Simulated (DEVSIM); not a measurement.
Structure: Schottky contact on n-type GaN, at 300 K.

```csv
layer (left to right),material,thickness (μm),Nd (cm⁻³),τn (s),τp (s)
1,GaN,3.40,1.6e17,2.2e-8,2.2e-8
```

Left contact: Schottky, work function 5.07 eV, emission velocity 2.8e6 cm/s. Right contact: ohmic. Voltage is applied to the left contact. Recombination: SRH at mid-gap. Mobility is μmin + (μ − μmin)/(1 + (N/Nref)^α).

This is a model device: material constants are rounded textbook-type values typed into the input, and sizes, dopings and lifetimes were drawn at random. Values at 300 K.

```
parameter         GaN
-------------  ------
gap (eV)         3.43
affinity (eV)     4.1
permittivity      9.5
Nc (cm⁻³)      2.3e18
Nv (cm⁻³)      4.6e19
μn (cm²/Vs)      1200
μp (cm²/Vs)       100
μn,min             55
μp,min              3
Nref,n           2e17
Nref,p           3e17
αn                  1
αp                  2
```

Simulated with DEVSIM: 1D drift-diffusion, Boltzmann statistics, complete ionisation; no tunnelling, impact ionisation, image-force lowering or self-heating. Metal contacts follow the ideal Schottky-Mott rule: no Fermi-level pinning, no interface dipoles.

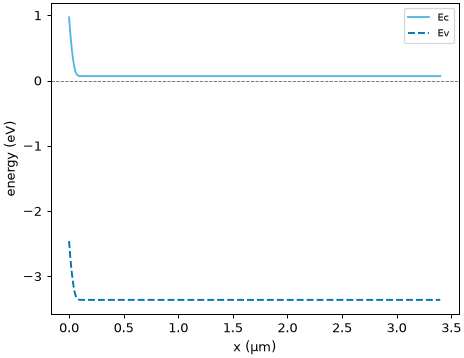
Fig. 1. Band edges at zero bias

Energies count from the Fermi level of the right contact; mesh points crowd at the junctions.

```csv
x (μm),Ec (eV),Ev (eV),n (cm⁻³),p (cm⁻³),field (V/cm)
0.000,0.970,-2.460,120,< 1e2,-230000
0.01063,0.742,-2.688,800000,< 1e2,-200000
0.02590,0.474,-2.956,2.5e10,< 1e2,-150000
0.05079,0.190,-3.240,1.5e15,< 1e2,-76000
0.09742,0.071,-3.360,1.5e17,< 1e2,-1800
0.1506,0.069,-3.361,1.6e17,< 1e2,≈ 0
0.2269,0.069,-3.361,1.6e17,< 1e2,≈ 0
0.3995,0.069,-3.361,1.6e17,< 1e2,≈ 0
0.5845,0.069,-3.361,1.6e17,< 1e2,≈ 0
0.8501,0.069,-3.361,1.6e17,< 1e2,≈ 0
1.232,0.069,-3.361,1.6e17,< 1e2,≈ 0
2.014,0.069,-3.361,1.6e17,< 1e2,≈ 0
2.443,0.069,-3.361,1.6e17,< 1e2,≈ 0
2.741,0.069,-3.361,1.6e17,< 1e2,≈ 0
3.003,0.069,-3.361,1.6e17,< 1e2,≈ 0
3.142,0.069,-3.361,1.6e17,< 1e2,≈ 0
3.228,0.069,-3.361,1.6e17,< 1e2,≈ 0
3.288,0.069,-3.361,1.6e17,< 1e2,≈ 0
3.340,0.069,-3.361,1.6e17,< 1e2,≈ 0
3.366,0.069,-3.361,1.6e17,< 1e2,≈ 0
3.385,0.069,-3.361,1.6e17,< 1e2,≈ 0
3.400,0.069,-3.361,1.6e17,< 1e2,≈ 0
```
